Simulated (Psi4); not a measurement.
## Run report: AlH3, excited-state calculation

AlH3, SMILES [AlH3], computed with TDDFT (revPBE)/6-311G(2df,2pd), RKS (Psi4 1.11).

The geometry comes from this level: PBE0-D4/def2-TZVP.

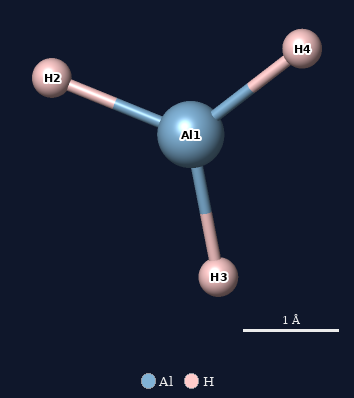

The input geometry (ball-and-stick view, seen at a tilt; atoms are numbered from 1 in the order of the input). Sticks mark near contacts. Bond lengths as drawn: Al–H 1.59 Å.

### Summary

- outcome: converged
- total energy: −244.147644 hartree
- basis functions: 88
- HOMO: −7.28 eV
- LUMO: −2.45 eV
- dipole moment: 0.00 D
- lowest excitation: 4.92 eV
- hardware: 1 thread of Intel Xeon (Sapphire Rapids), 16 GiB of memory available, shared host
- wall time: 13 s
- peak memory: 0.43 GiB

### Remarks

Settings chosen away from the usual ones: scf_initial_accelerator set to adiis; df_scf_guess set to false; puream set to false.

### The input (input.dat)
```python
memory 1.6 GB

molecule system {
  Al
  H 1 R2
  H 1 R3 2 A3
  H 1 R4 3 A4 2 D4

  R2 = 1.585784
  R3 = 1.585759
  A3 = 120.00306
  R4 = 1.585852
  A4 = 119.9976
  D4 = 179.94931
  symmetry c1
  no_reorient
  no_com
}

set basis 6-311G(2df,2pd)
set scf_type disk_df
set save_jk true
set scf_initial_accelerator adiis
set df_scf_guess false
set puream false

from psi4.driver.procrouting.response.scf_response import tdscf_excitations
energy_value, wavefunction = energy('revpbe', return_wfn=True)
states = tdscf_excitations(wavefunction, states=5, tda=False)
```

Launch command:
```bash
psi4 -i input.dat -o output.dat -n 1
```

### Log
```
Psi4 1.11 release

   => Loading Basis Set <=

    Name: 6-311G(2DF,2PD)
    Role: ORBITAL
    Keyword: BASIS

         ---------------------------------------------------------
                                   SCF
                              RKS Reference
                        1 Threads,   1525 MiB Core
         ---------------------------------------------------------

  ==> Geometry <==

    Molecular point group: c1
    Full point group: C1

    Geometry (in Angstrom), charge = 0, multiplicity = 1:

       Center              X                  Y                   Z               Mass
    ------------   -----------------  -----------------  -----------------  -----------------
         AL           0.000040812641     0.000004425382     0.000002638629    26.981538530000
         H            0.000040812641     0.000004425382     1.585786638629     1.007825032230
         H            0.000040812641     1.373269656328    -0.792950204581     1.007825032230
         H           -0.001174263212    -1.373392558249    -0.792907075554     1.007825032230

  Running in c1 symmetry.

  Rotational constants: A =      4.43438  B =      4.43420  C =      2.21715 [cm^-1]
  Rotational constants: A = 132939.26106  B = 132934.11974  C =  66468.35297 [MHz]
  Nuclear repulsion =   13.592190520681132

  Charge       = 0
  Multiplicity = 1
  Electrons    = 16
  Nalpha       = 8
  Nbeta        = 8

  ==> Algorithm <==

  SCF Algorithm Type is DISK_DF.
  DIIS enabled.
  MOM disabled.
  Fractional occupation disabled.
  Guess Type is SAD.
  Energy threshold   = 1.00e-06
  Density threshold  = 1.00e-06
  Integral threshold = 1.00e-12

  ==> Primary Basis <==

  Basis Set: 6-311G(2DF,2PD)
    Blend: 6-311G(2DF,2PD)
    Number of shells: 32
    Number of basis functions: 88
    Number of Cartesian functions: 88
    Spherical Harmonics?: false
    Max angular momentum: 3

  ==> DFT Potential <==

   => LibXC <=

    Version 7.1.2

   => Composite Functional: REVPBE <=

    revPBE GGA Exchange-Correlation Functional

    Deriv               =              1
    GGA                 =           TRUE
    Meta                =          FALSE

    Exchange Hybrid     =          FALSE
    MP2 Hybrid          =          FALSE

   => Exchange Functionals <=

    1.0000   XC_GGA_X_PBE_R

   => Correlation Functionals <=

    1.0000     XC_GGA_C_PBE

   => LibXC Density Thresholds  <==

    XC_GGA_C_PBE:  1.00E-12
    XC_GGA_X_PBE_R:  1.00E-15

   => Molecular Quadrature <=

    Radial Scheme          =       TREUTLER
    Pruning Scheme         =           NONE
    Nuclear Scheme         =       TREUTLER

    Blocking Scheme        =         OCTREE
    BS radius alpha        =              1
    Pruning alpha          =              1
    Radial Points          =             75
    Spherical Points       =            302
    Total Points           =          88224
    Total Blocks           =            701
    Max Points             =            256
    Max Functions          =             88
    Weights Tolerance      =       1.00E-15

   => Loading Basis Set <=

    Name: (6-311G(2DF,2PD) AUX)
    Role: JKFIT
    Keyword: DF_BASIS_SCF

  ==> Integral Setup <==

  ==> DiskDFJK: Density-Fitted J/K Matrices <==

    J tasked:                  Yes
    K tasked:                   No
    wK tasked:                  No
    Integrals threads:           1
    Memory [MiB]:              945
    Algorithm:                Core
    Integral Cache:           NONE
    Schwarz Cutoff:          1E-12
    Fitting Condition:       1E-10

   => Auxiliary Basis Set <=

  Basis Set: (6-311G(2DF,2PD) AUX)
    Blend: CC-PVTZ-JKFIT
    Number of shells: 67
    Number of basis functions: 250
    Number of Cartesian functions: 250
    Spherical Harmonics?: false
    Max angular momentum: 4

  Cached 100.0% of DFT collocation blocks in 0.195 [GiB].

  Minimum eigenvalue in the overlap matrix is 2.2949412950E-03.
  Reciprocal condition number of the overlap matrix is 3.1486172505E-04.
    Using symmetric orthogonalization.

  ==> Pre-Iterations <==

  SCF Guess: Superposition of Atomic Densities via on-the-fly atomic UHF (no occupation information).

   -------------------------
    Irrep   Nso     Nmo
   -------------------------
     A         88      88
   -------------------------
    Total      88      88
   -------------------------

  ==> Iterations <==

                           Total Energy        Delta E     RMS |[F,P]|

   @DF-RKS iter SAD:  -243.74656281417225   -2.43747e+02   0.00000e+00
   @DF-RKS iter   1:  -244.09683486662945   -3.50272e-01   3.39475e-03 ADIIS/DIIS
   @DF-RKS iter   2:  -244.13546040681541   -3.86255e-02   1.95858e-03 ADIIS/DIIS
   @DF-RKS iter   3:  -244.14753310850520   -1.20727e-02   2.09399e-04 ADIIS/DIIS
   @DF-RKS iter   4:  -244.14763974532556   -1.06637e-04   2.66690e-05 DIIS
   @DF-RKS iter   5:  -244.14764383689445   -4.09157e-06   2.30705e-06 DIIS
   @DF-RKS iter   6:  -244.14764386916582   -3.22714e-08   5.86599e-07 DIIS
  Energy and wave function converged.

  ==> Post-Iterations <==

   Electrons on quadrature grid:
      Ntotal   =   15.9999994510 ; deviation = -5.490e-07

    Orbital Energies [Eh]
    ---------------------

    Doubly Occupied:

       1A    -55.383893     2A     -3.935951     3A     -2.540644
       4A     -2.529101     5A     -2.529101     6A     -0.375770
       7A     -0.267660     8A     -0.267650

    Virtual:

       9A     -0.089941    10A      0.016101    11A      0.025298
      12A      0.025303    13A      0.065071    14A      0.080874
      15A      0.080878    16A      0.084287    17A      0.182974
      18A      0.182977    19A      0.274739    20A      0.274742
      21A      0.296236    22A      0.358852    23A      0.451972
      24A      0.451979    25A      0.462112    26A      0.480993
      27A      0.480998    28A      0.539255    29A      0.542466
      30A      0.628344    31A      0.643136    32A      0.643149
      33A      0.881373    34A      0.881385    35A      0.932191
      36A      0.932207    37A      0.947529    38A      1.016223
      39A      1.016231    40A      1.035359    41A      1.067673
      42A      1.067685    43A      1.078186    44A      1.209026
      45A      1.209038    46A      1.292574    47A      1.292587
      48A      1.299341    49A      1.359740    50A      1.445613
      51A      1.531631    52A      1.531654    53A      1.773919
      54A      2.091185    55A      2.268106    56A      2.268140
      57A      2.929535    58A      3.012552    59A      3.012568
      60A      3.046324    61A      3.046347    62A      3.174860
      63A      3.195754    64A      3.195770    65A      3.198775
      66A      3.254397    67A      3.254429    68A      3.519109
      69A      3.533205    70A      3.705382    71A      3.705458
      72A      3.892511    73A      3.943519    74A      3.943562
      75A      3.984708    76A      3.984732    77A      4.116973
      78A      4.170342    79A      4.197736    80A      4.197749
      81A      4.641414    82A      4.695749    83A      4.695803
      84A      6.279608    85A      8.507357    86A      8.789594
      87A      8.789627    88A    122.115390

    Final Occupation by Irrep:
              A
    DOCC [     8 ]
    NA   [     8 ]
    NB   [     8 ]

  @DF-RKS Final Energy:  -244.14764386916582

   => Energetics <=

    Nuclear Repulsion Energy =             13.5921905206811324
    One-Electron Energy =                -365.7538120885027411
    Two-Electron Energy =                 127.6901674303142897
    DFT Exchange-Correlation Energy =     -19.6761897316584857
    Empirical Dispersion Energy =           0.0000000000000000
    VV10 Nonlocal Energy =                  0.0000000000000000
    Total Energy =                       -244.1476438691658188

Computation Completed

Properties will be evaluated at   0.000000,   0.000000,   0.000000 [a0]

Properties computed using the SCF density matrix

 Multipole Moments:

 ------------------------------------------------------------------------------------
     Multipole            Electronic (a.u.)      Nuclear  (a.u.)        Total (a.u.)
 ------------------------------------------------------------------------------------

 L = 1.  Multiply by 2.5417464519 to convert [e a0] to [Debye]
 Dipole X            :          0.0017669           -0.0010622            0.0007048
 Dipole Y            :          0.0002092           -0.0001152            0.0000940
 Dipole Z            :          0.0001195           -0.0000687            0.0000509
 Magnitude           :                                                    0.0007128

 ------------------------------------------------------------------------------------

	total time  =          2 seconds =       0.03 minutes

******************************************************************************************
**********                               WARNING                                **********
**********       The names of excited state variables changed between 1.5       **********
**********     and 1.6. For a quick solution, remove the symmetry specifier     **********
**********   from the variable name. For full details, see 'Notes on Psivars'   **********
**********                        in the documentation.                         **********
******************************************************************************************

         ---------------------------------------------------------
                         TDSCF excitation energies
         ---------------------------------------------------------

  ==> Options <==

     Residual threshold  : 1.0000e-04
     Initial guess       : denominators
     Reference           : RHF
     Solver type         : RPA (Hamiltonian)

  ==> Requested Excitations <==

      5 singlet states with A symmetry

  ==> Seeking the lowest 5 singlet states with A symmetry

                        Generalized Hamiltonian Solver

  ==> Options <==

    Max number of iterations        = 60
    Eigenvector tolerance           = 1.0000e-04
    Max number of expansion vectors = 1000

  => Iterations <=
                              Max[D[value]]     Max[|R|]   # vectors
  HamiltonianSolver iter   1:   2.95727e-01  7.46016e-02     20
  HamiltonianSolver iter   2:   2.19398e-03  2.92627e-02     25
  HamiltonianSolver iter   3:   1.17110e-04  1.22051e-02     35
  HamiltonianSolver iter   4:   1.47896e-05  2.89879e-03     45
  HamiltonianSolver iter   5:   9.94049e-07  8.57477e-04     55
  HamiltonianSolver iter   6:   5.60448e-08  2.37330e-04     61
  HamiltonianSolver iter   7:   4.16513e-09  7.82287e-05     65      Converged

******************************************************************************************
**********                               WARNING                                **********
**********  Length-gauge rotatory strengths are **NOT** gauge-origin invariant  **********
******************************************************************************************

                                    Excitation Energy         Total Energy        Oscillator Strength             Rotatory Strength
     #   Sym: GS->ES (Trans)        au              eV              au          au (length)    au (velocity)    au (length)    au (velocity)
    ---- -------------------- --------------- --------------- --------------- --------------- --------------- --------------- ---------------
     1        A->A (1 A)       0.18068         4.91650        -243.96697       0.0000          0.0000          0.0000          0.0000
     2        A->A (1 A)       0.18069         4.91678        -243.96696       0.0000          0.0000         -0.0000         -0.0000
     3        A->A (1 A)       0.29339         7.98346        -243.85426       0.0022          0.0030         -0.0000         -0.0000
     4        A->A (1 A)       0.29339         7.98365        -243.85425       0.0021          0.0029          0.0000          0.0000
     5        A->A (1 A)       0.29393         7.99829        -243.85371       0.0000          0.0000          0.0000          0.0000

Contributing excitations and de-excitations
Only contributions with abs(coeff) > 1.00e-01 will be printed:

Excited State    1 (1 A):   0.18068 au   252.18 nm f = 0.0000
  Sums of squares: Xssq =  1.000427e+00; Yssq =  4.265448e-04; Xssq - Yssq =  1.000000e+00
      8a  ->   9a    -0.999527 (99.905%)

Excited State    2 (1 A):   0.18069 au   252.17 nm f = 0.0000
  Sums of squares: Xssq =  1.000427e+00; Yssq =  4.265719e-04; Xssq - Yssq =  1.000000e+00
      7a  ->   9a     0.999527 (99.905%)

Excited State    3 (1 A):   0.29339 au   155.30 nm f = 0.0022
  Sums of squares: Xssq =  1.000702e+00; Yssq =  7.024839e-04; Xssq - Yssq =  1.000000e+00
      7a  ->  11a     0.119418 ( 1.426%)
      7a  ->  12a     0.484652 (23.489%)
      8a  ->  10a     0.694877 (48.285%)
      8a  ->  11a    -0.485602 (23.581%)
      8a  ->  12a     0.120134 ( 1.443%)

Excited State    4 (1 A):   0.29339 au   155.30 nm f = 0.0021
  Sums of squares: Xssq =  1.000702e+00; Yssq =  7.022404e-04; Xssq - Yssq =  1.000000e+00
      7a  ->  10a    -0.694666 (48.256%)
      7a  ->  11a    -0.482663 (23.296%)
      7a  ->  12a     0.119504 ( 1.428%)
      8a  ->  11a    -0.120316 ( 1.448%)
      8a  ->  12a    -0.487845 (23.799%)

Excited State    5 (1 A):   0.29393 au   155.01 nm f = 0.0000
  Sums of squares: Xssq =  1.000113e+00; Yssq =  1.131307e-04; Xssq - Yssq =  1.000000e+00
      7a  ->  11a    -0.703476 (49.488%)
      8a  ->  12a     0.699779 (48.969%)

******************************************************************************************
**********                               WARNING                                **********
**********       The names of excited state variables changed between 1.5       **********
**********     and 1.6. For a quick solution, remove the symmetry specifier     **********
**********   from the variable name. For full details, see 'Notes on Psivars'   **********
**********                        in the documentation.                         **********
******************************************************************************************

    Psi4 run time: 0:00:11.98
```

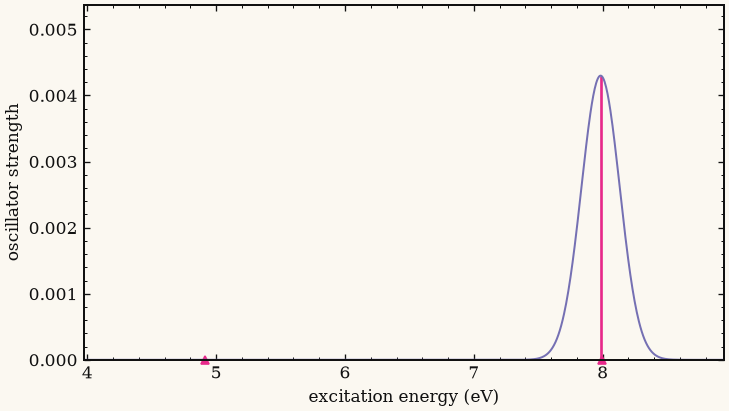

Computed excitations as sticks (degenerate states added up, dark ones marked on the axis), with a Gaussian envelope of 0.35 eV full width at half maximum, scaled to the tallest. Of the 5 states the lowest lies at 4.92 eV (f = 0.000); the strongest line is at 7.98 eV, or 155 nm (f = 0.004, summed over 2 states that lie within 0.004 eV).

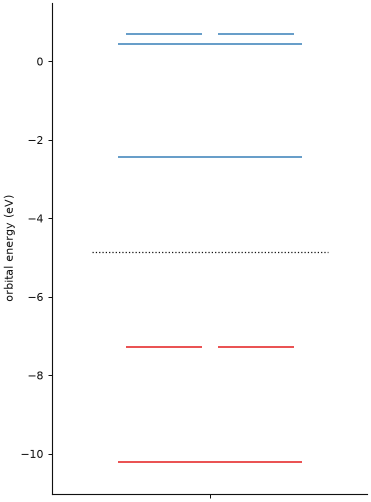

Orbital energies near the frontier; the dotted line parts filled from empty levels, and levels within 0.02 eV of each other stand side by side. Highest filled −7.28 eV, lowest empty −2.45 eV, 4.83 eV apart.
